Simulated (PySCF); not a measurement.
# C₆H₉NOSi (SMILES C#CC(=C)[SiH2]NC(C)=O): what the fields show

The calculation's input:

```
{"job": {"kind": "nmr", "xc": "PBE0", "basis": "pcSseg-1"}, "charge": 0, "multiplicity": 1}
C     -0.812172     2.168757    -2.208526
C     -1.333836     1.212359    -1.699807
C     -1.892600     0.075927    -1.075361
C     -3.176997    -0.226381    -1.263410
Si    -0.779034    -1.005637     0.020448
N      0.722006    -0.105822     0.065079
C      1.683723    -0.693680     0.804198
C      3.002767     0.027204     0.913104
O      1.435918    -1.755567     1.341009
H     -0.388029     3.011918    -2.667330
H     -3.827581     0.371633    -1.882734
H     -3.615718    -1.089281    -0.792958
H     -1.335769    -1.082346     1.367909
H     -0.554285    -2.299318    -0.617946
H      0.896057     0.771574    -0.398829
H      3.697558    -0.564327     1.502186
H      3.417061     0.197829    -0.078662
H      2.852172     0.991477     1.395214
```

Command:

```sh
OMP_NUM_THREADS=1 python probes_run.py task.json out
```

Geometry: GFN2-xTB.

Method: PBE0/pcSseg-1, SCF density, gas phase, non-relativistic in PySCF 2.14.0.

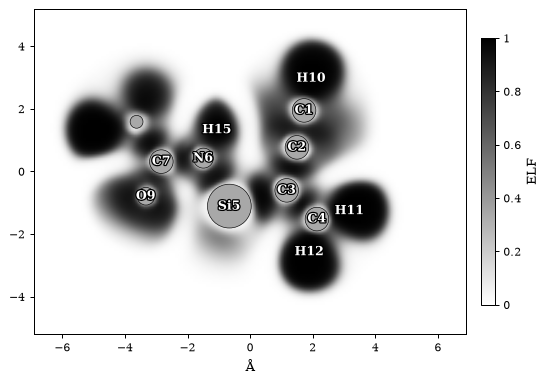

Figure 1. Electron localisation function on the plane of atoms C3, C4 and H12. Grey discs cover the atomic cores.

Q: What does the map show?

A:
- The section cuts through C, Si, N, O and H sites.
- C–C (1.20 Å): the ELF peaks at about 0.85 between the atoms: a multiple bond.
- C–O (1.22 Å): the ELF peaks at about 0.85 between the atoms; a multiple bond.
- C–N (1.35 Å): the ELF peaks at about 0.90 between the atoms (localised, covalent bonding).
- Si–N (1.75 Å): the ELF peaks at about 0.95 between the atoms: a polar covalent bond.
- C–Si (1.90 Å): the ELF peaks at about 1 between the atoms: a shared electron pair.
- The ELF also peaks beside O9, away from the bonds: lone-pair regions.

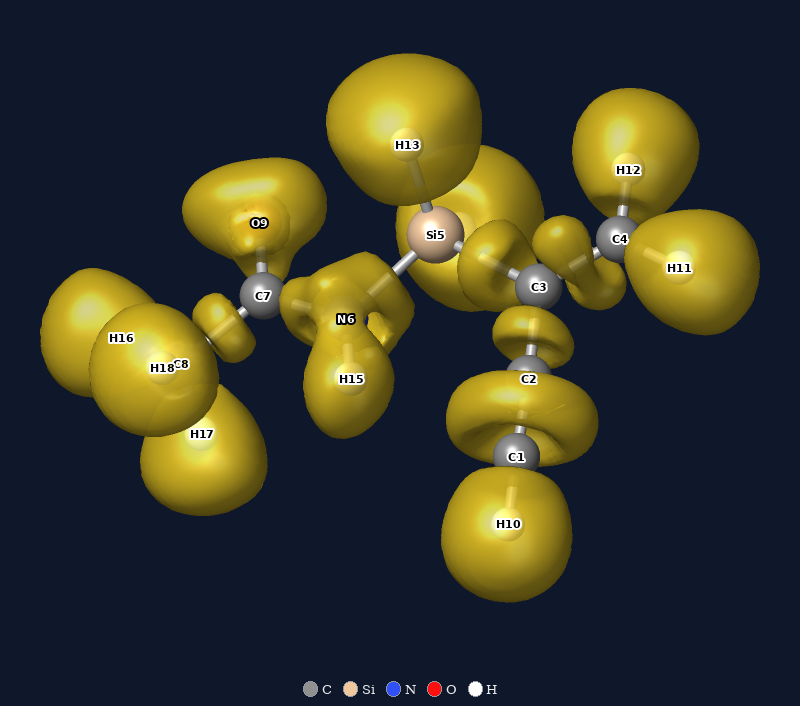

Figure 2. Isosurface of the ELF at 0.75 (yellow), seen at a tilt. Only the valence region is drawn (cores and ρ < 0.01 e/Å³ removed).

Q: Describe the localisation domains.

A: The ELF exceeds this value in four regions between bonded C–C atoms (shared pairs), one region between bonded C–Si atoms (shared pairs), eight regions around hydrogen nuclei, one region on O in which the atom's valence shell and bonds are merged and one joined region spread over several atoms (H, N), in which their bonds and any lone pairs are merged.

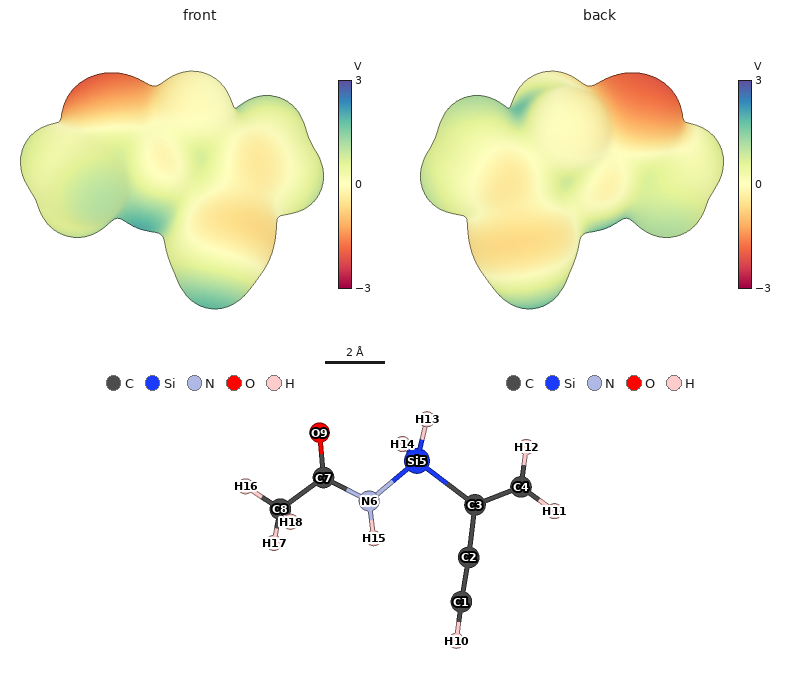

Figure 3. The electrostatic potential painted on the density surface at 0.002 e/bohr³, seen from the front and from behind; the colour scale runs from red (negative) to blue (positive). The bare structure is drawn below in the same view.

Q: Where is the surface potential most negative and most positive?

A: The most negative region (about −2.0 V, or −46 kcal/mol for a unit charge) lies over O9, the most positive (about +1.9 V, or +44 kcal/mol for a unit charge) over H15. O9 is the likeliest acceptor of a hydrogen bond.
